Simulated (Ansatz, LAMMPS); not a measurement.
# Ionic liquid EMIM+ FSI- with water, from a frame at 400 K (93 atoms): geometry optimisation

Aim: bring ionic liquid EMIM+ FSI- with water, from a frame at 400 K (93 atoms) to a nearby minimum of the energy and see what moves.

Method: Kohn-Sham DFT, RPBE+D3(BJ), PAW (set soft_2), plane waves, in Ansatz 0.2.0.

**1. The structure**

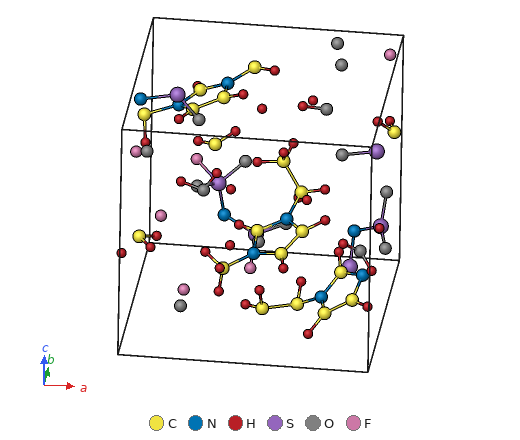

Start, viewed slightly off an axis; carbon yellow, nitrogen blue, hydrogen red, sulfur purple, oxygen grey, fluorine pink. Bonds to atoms that aren't drawn are left out. Some periodic images of atoms are drawn too.

The cell holds 93 atoms: 18 C, 9 N, 39 H, 6 S, 15 O and 6 F. Its edges and angles: a = 10.310 Å, b = 10.310 Å, c = 10.310 Å, α = 90.0°, β = 90.0°, γ = 90.0°. 3 EMIM+, 3 FSI-, 3 H2O placed at random, at 1.41 g/cm³; overlaps pushed apart, then 10 ps at 700 K with MMFF94 bonds, angles, torsions, charges and radii (Halgren, J. Comput. Chem. 17, 490 (1996)) in harmonic and 12-6 forms; SPC/E water (Berendsen, Grigera and Straatsma, J. Phys. Chem. 91, 6269 (1987)); charges of ions scaled by 0.8. Snapshot after 30 ps at 400 K and fixed volume.

What the set-up can't give: The network of contacts between molecules at the start is that of the classical potential that made the cell. The density was typed from a rule of thumb and may lie off the real one at this temperature. The Brillouin zone is sampled at Γ only, in a cell whose shortest periodic width is 10 Å.

**2. Single point at the start**

A single point comes first, to see the forces before anything moves.

input.yaml

```yaml
crystal:
  lattice:
    - [10.30994, 0.0, 0.0]
    - [0.0, 10.30994, 0.0]
    - [0.0, 0.0, 10.30994]
  atoms:
    - { symbol: C, position: [0.52436, 0.41632, 0.04009] }
    - { symbol: C, position: [0.65575, 0.48879, 0.03377] }
    - { symbol: "N", position: [0.75868, 0.42346, 0.10552] }
    - { symbol: C, position: [0.78879, 0.28835, 0.10259] }
    [... 83 atom lines left out ...]
    - { symbol: O, position: [0.30098, 0.25094, 0.62975] }
    - { symbol: H, position: [0.35308, 0.24657, 0.71144] }
    - { symbol: H, position: [0.2083, 0.26954, 0.65147] }
    - { symbol: O, position: [0.94968, 0.09609, 0.48708] }
    - { symbol: H, position: [0.88694, 0.04461, 0.5402] }
    - { symbol: H, position: [0.00366, 0.03591, 0.43348] }
kpoints:
  mp_grid: { grid: [1, 1, 1] }
hamiltonian:
  xc: rpbe
  dispersion: d3bj
scf:
  occupations: { method: fermi_dirac, width: 0.025 }
output:
  forces: true
  stress: true
  populations: intrinsic
  dos:
    method: { smearing: { sigma: 0.1 } }
    de: 0.1
    projected: { site_lists: { C: [C], F: [F], H: [H], "N": ["N"], O: [O] } }
  eigenvalues: true
```

On the command line:

```console
$ ansatz run input.yaml --threads 4 --pin off --max-ram 8192MiB --backend cpu --events-out ev --progress --plain --runs-dir out
```

Elapsed: 9.5 s, on 4 threads of Arm Neoverse V2, shared host; peak memory 1.2 GiB.

The program notes that the dispersion model switches parameters near this geometry.

The run gave:

- free energy: -27473.2864 eV
- free energy per atom: -295.4117 eV/atom
- SCF cycles: 10
- pressure: 1.866 GPa
- r.m.s. force component: 1.097 eV/Å
- longest force: 4.528 eV/Å
- Fermi energy: 1.842 eV
- gap (highest filled to lowest empty level): 4.167 eV

The r.m.s. force component of 1.1 eV/Å and the pressure of 1.9 GPa set the starting point.

Length of the force by element:

```
element  coordination  atoms  mean length of the force (eV/Å)  spread  least  most
      C           all     18                             2.31   0.929  0.827  3.96
      F           all      6                             1.44   0.532  0.709  2.44
      H           all     39                             1.23   0.618  0.312  2.74
      N           all      9                             2.16    1.19  0.511  4.53
      O           all     15                             1.30   0.650  0.486  2.84
      S           all      6                             2.76   0.792   1.58  4.13
```

**3. Relaxation**

The atoms are relaxed in the fixed cell, aiming at the force tolerance of the input.

input.yaml, the sections that differ from step 2:

```yaml
output:
  forces: true
relax:
  f_tol: 0.05
  max_steps: 200
# crystal, kpoints, hamiltonian, scf: as in step 2
```

Wall time 5.3 min (4 threads); peak memory 1.2 GiB.

Relaxation path (22 of 68):

```
step  energy less that of the first step (eV)  largest force component (eV/Å)
   1                                   0.0000                          3.8495
   4                                  -5.0497                          1.5910
   7                                  -5.4959                          0.4862
  11                                  -5.6539                          0.8121
  14                                  -5.7245                          0.4136
  17                                  -5.8237                          0.4120
  20                                  -5.8616                          1.2383
  23                                  -5.9102                          0.4277
  27                                  -5.9448                          0.2194
  30                                  -5.9560                          0.2457
  33                                  -5.9740                          0.1562
  36                                  -5.9956                          0.4968
  39                                  -5.9154                          0.5922
  42                                  -6.0593                          0.1249
  46                                  -6.0689                          0.3455
  49                                  -6.0769                          0.2132
  52                                  -6.0860                          0.2172
  55                                  -6.0989                          0.2408
  58                                  -6.1262                          0.2284
  62                                  -6.1485                          0.1420
  65                                  -6.1564                          0.0969
  68                                  -6.1581                          0.0441
```

Relaxation steps 8, 12, 20, 39, 61 were tried and not accepted.

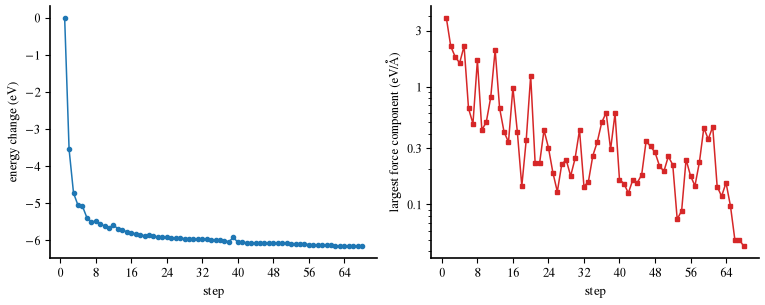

Energy and largest force along the relaxation.

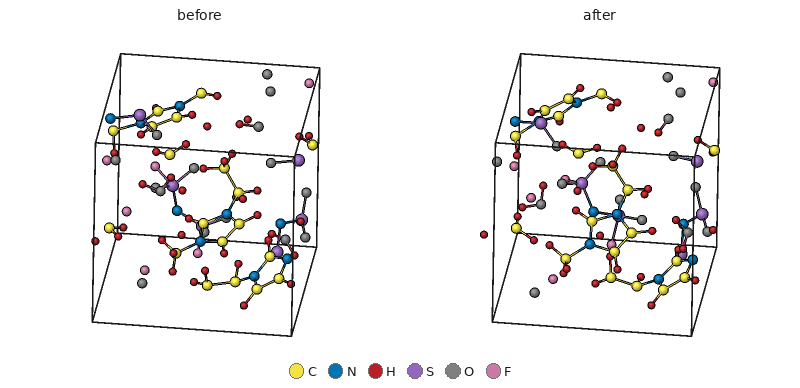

The structure before and after the relaxation, drawn at the same scale. Bonds to atoms that aren't drawn are left out.

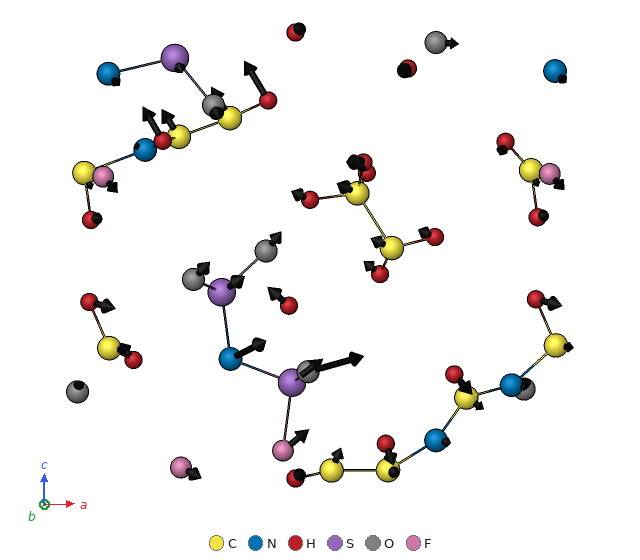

Displacements in the relaxation, scaled; the longest in the cell stands for 2.08 Å. Drawn is a slice 4 Å thick, seen along the normal of the ac plane. Bonds to atoms that aren't drawn are left out.

The atoms that moved most (Å):

```csv
atom,dx,dy,dz,length
O83,1.837,0.875,0.410,2.076
N76,1.008,-1.328,0.674,1.798
H90,-0.906,-1.028,-0.889,1.633
O65,-0.065,1.577,-0.386,1.625
H89,-1.410,-0.198,-0.480,1.502
H33,-0.708,0.560,1.200,1.502
H9,0.221,-0.451,1.325,1.417
O88,-0.902,-0.806,-0.431,1.284
```

The relaxation changed the energy by -66.2 meV/atom, and atoms moved by 0.83 Å r.m.s., 2.1 Å at most.

**4. Structure statistics after relaxation**

Density 1.41 g/cm³, 11.78 Å³ an atom.

g(r), total and by pair (bins of 0.2 Å):

```csv
r (Å),total,H-H,H-C,H-O,H-N,H-F,H-S
0.90,0.64,0.00,0.00,4.71,0.00,0.00,0.00
1.10,2.88,0.00,17.75,0.00,0.00,0.00,0.00
1.30,0.82,0.00,0.00,0.00,0.00,0.00,0.00
1.50,1.29,0.74,0.00,0.00,0.00,0.00,0.00
1.70,0.98,3.82,0.00,0.00,0.00,0.00,0.00
1.90,0.11,0.00,0.00,0.83,0.00,0.00,0.00
2.10,1.04,0.00,1.99,0.32,7.46,0.00,0.00
2.30,0.59,0.31,0.76,0.70,0.24,0.68,0.00
2.50,1.49,2.38,0.37,1.20,0.00,0.60,0.00
2.70,0.59,1.11,0.43,0.92,1.15,1.27,0.00
2.90,0.74,0.67,1.74,1.15,0.31,1.13,0.22
3.10,0.93,1.31,0.83,0.94,0.66,1.17,1.73
3.30,1.04,0.73,1.72,0.89,0.93,0.69,1.54
3.50,1.04,1.30,1.08,1.21,0.41,0.90,0.77
3.70,0.95,1.00,0.64,0.49,0.53,1.23,1.09
3.90,1.00,1.03,1.04,1.30,1.14,0.74,0.99
4.10,1.04,0.45,1.10,1.46,1.54,1.10,1.79
4.30,0.92,0.97,0.88,0.98,1.21,1.01,1.00
4.50,1.13,0.82,0.86,1.22,1.52,1.94,0.83
4.70,0.95,0.96,0.90,0.74,1.06,1.27,1.09
4.90,0.96,1.24,0.57,0.93,0.93,0.85,1.31
5.10,0.92,0.88,0.98,1.00,0.67,0.86,1.43
```

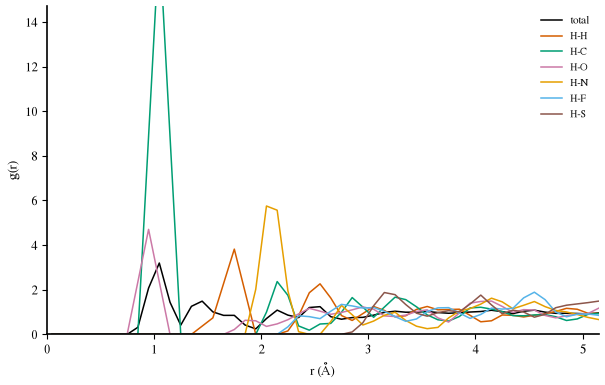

Pair distribution functions, lightly smoothed, with peaks cut at 14.

**5. Single point at the relaxed geometry**

One more single point at the end of the walk gives the fuller output and checks the residual forces.

input.yaml

```yaml
crystal:
  lattice:
    - [10.30994, 0.0, 0.0]
    - [0.0, 10.30994, 0.0]
    - [0.0, 0.0, 10.30994]
  atoms:
    - { symbol: C, position: [0.54413, 0.39906, 0.09296] }
    - { symbol: C, position: [0.66954, 0.44659, 0.03142] }
    - { symbol: "N", position: [0.78355, 0.39929, 0.10277] }
    - { symbol: C, position: [0.82283, 0.27067, 0.11009] }
    [... 83 atom lines left out ...]
    - { symbol: O, position: [0.21351, 0.1728, 0.58794] }
    - { symbol: H, position: [0.21635, 0.22741, 0.66492] }
    - { symbol: H, position: [0.12044, 0.16984, 0.56523] }
    - { symbol: O, position: [0.95412, 0.1501, 0.50086] }
    - { symbol: H, position: [0.89599, 0.13228, 0.57434] }
    - { symbol: H, position: [0.94187, 0.07332, 0.44653] }
kpoints:
  mp_grid: { grid: [1, 1, 1] }
hamiltonian:
  xc: rpbe
  dispersion: d3bj
scf:
  occupations: { method: fermi_dirac, width: 0.025 }
output:
  forces: true
  stress: true
  populations: intrinsic
  dos:
    method: { smearing: { sigma: 0.15 } }
    de: 0.1
    projected: { site_lists: { C: [C], F: [F], H: [H], "N": ["N"], O: [O] } }
  eigenvalues: true
  write_density: true
  write_potential: true
  volumetric_format: npy
```

Elapsed: 10 s, on 4 threads; peak memory 1.2 GiB.

The program notes that the exchange-correlation potential is rough where the density is thin.

Read from the output:

```yaml
free_energy: -27479.4445 eV
free_energy_per_atom: -295.4779 eV/atom
scf_cycles: 10
pressure: -0.04003 GPa
r_m_s_force_component: 0.00913 eV/Å
longest_force: 0.0442 eV/Å
fermi_energy: 1.858 eV
spacing_of_highest_filled_and_lowest_empty_level: 4.749 eV
```

Intrinsic-atomic-orbital charges by element:

```csv
element,coordination,atoms,mean charge (e),spread,least,most
C,all,18,-0.230,0.186,-0.522,0.0252
F,all,6,-0.498,0.0049,-0.503,-0.489
H,all,39,0.234,0.0679,0.162,0.402
N,all,9,-0.354,0.500,-1.07,0.0061
O,all,15,-0.853,0.0297,-0.881,-0.783
S,all,6,2.33,0.0051,2.32,2.34
```

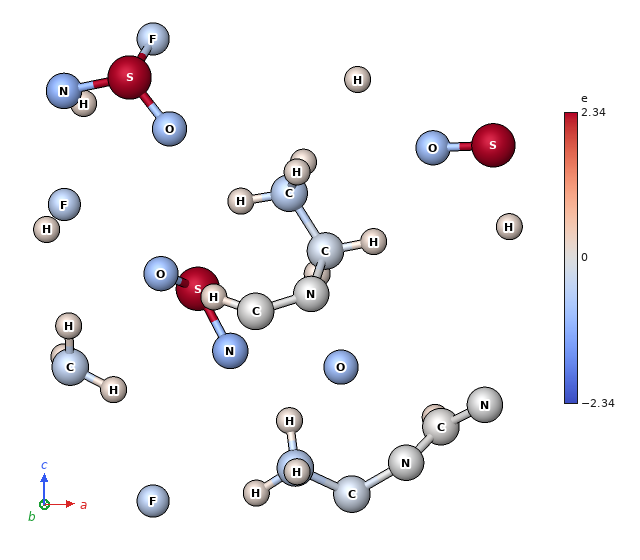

Atoms coloured by intrinsic-atomic-orbital charge. Drawn is a slice 4 Å thick, seen along the normal of the ac plane. Bonds to atoms that aren't drawn are left out.

Density of states as counts of states in windows of 1 eV (from the Fermi level), total and the larger projections:

```
from (eV)  to (eV)  total   O p   C p  H s  N p   F p  C s
      -18      -17    0.0   0.0   0.0  0.0  0.0   0.0  0.0
      -17      -16    5.3   0.0   0.5  0.7  1.2   0.0  2.6
      -16      -15    6.7   0.0   0.3  0.9  1.8   0.0  3.5
      -15      -14    5.8   0.0   0.5  1.3  1.0   0.0  2.6
      -14      -13    6.2   0.3   0.0  0.1  1.5   0.6  0.1
      -13      -12    6.7   0.0   1.4  1.3  1.7   0.0  2.1
      -12      -11   14.6   0.6   3.1  1.7  1.9   2.2  2.0
      -11      -10    7.5   0.5   0.9  0.5  0.8   2.2  0.5
      -10       -9   13.0   2.9   2.7  2.0  1.0   1.0  0.8
       -9       -8   25.4   8.3   3.9  2.2  3.5   2.1  0.2
       -8       -7   31.9   3.5  12.0  5.3  4.5   2.9  0.7
       -7       -6   35.3   5.6   7.9  3.1  2.4  14.2  0.1
       -6       -5   34.2  10.9   9.8  4.7  2.3   4.0  0.1
       -5       -4   26.2  14.9   3.5  2.5  2.2   1.6  0.0
       -4       -3   29.0  18.2   1.9  0.8  5.5   1.6  0.0
       -3       -2   16.1   6.4   5.5  0.1  3.5   0.3  0.0
       -2        2    0.0   0.0   0.0  0.0  0.0   0.0  0.0
        2        3    8.0   0.2   3.6  0.7  2.2   0.1  0.1
        3        4   17.3   2.1   4.4  0.9  1.0   1.4  0.2
        4        5   16.6   1.9   1.2  2.7  0.8   0.3  0.7
```

Between -26 and -18 eV lie 48 more states.

About 12 of the 324 electrons lie in deeper levels, below the stored range.

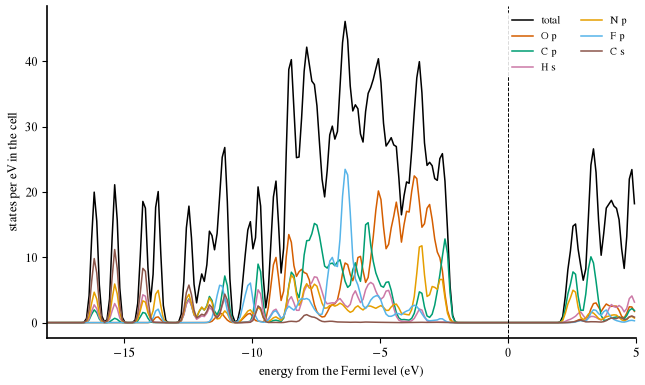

Total and projected density of states, with the broadening of the input.

Not all projections were asked for or kept, so they needn't add up to the total.

The levels nearest the highest filled one (over half full), pooled over k-points and spins:

```csv
level less the highest filled one (eV),occupation
-0.412,2
-0.264,2
-0.232,2
-0.183,2
-0.0606,2
0,2
4.75,0
4.97,0
5.00,0
5.22,0
5.52,0
5.63,0
```

Mean intrinsic-atomic-orbital charges: C -0.23, F -0.50, H +0.23, N -0.35, O -0.85, S +2.33 e.

**6. Outcome**

```yaml
energy_change_in_the_relaxation: -66.22 meV/atom
r_m_s_displacement: 0.834 Å
largest_displacement: 2.076 Å
free_energy_per_atom: -295.4779 eV/atom
pressure: -0.04003 GPa
r_m_s_force_component: 0.00913 eV/Å
spacing_of_highest_filled_and_lowest_empty_level: 4.749 eV
wall_time_of_the_3_dft_runs: 5.6 min
```

In words: Relaxation lowers the energy by 66.2 meV/atom and moves atoms by 0.83 Å r.m.s.; the r.m.s. force component goes from 1.1 to 0.0091 eV/Å, the pressure goes from 1.9 to -0.040 GPa, and the gap from 4.17 to 4.75 eV. First to last step the energy falls by 6.158 eV; the largest move, 2.08 Å, is that of O83. Filled and empty levels are parted by 4.75 eV (at Γ alone); a semilocal functional tends to put such gaps too low. In a disordered cell it changes from sample to sample and from frame to frame.

What to keep in mind: The network of contacts between molecules at the start is that of the classical potential that made the cell; in DFT atoms moved by 0.83 Å r.m.s. The program warns that the dispersion model switches its C6 values near this geometry, which can put artefacts into forces and pressure.

[Logs are printed without paths, hosts, clocks, repeated set-up lines and the standing remarks that a program may print on its own settings, such as how far it seeks lower states.]

[Hosts, paths, dates, database ids (printed as entryN), source tags and the programs' standing remarks are cut or masked in the printed files.]

[The MMFF94 radii named for the starting cell were scaled by 0.96; in molecules described by MMFF94, hydrogen bound to N, O or S took a small fixed 12-6 site in their place.]
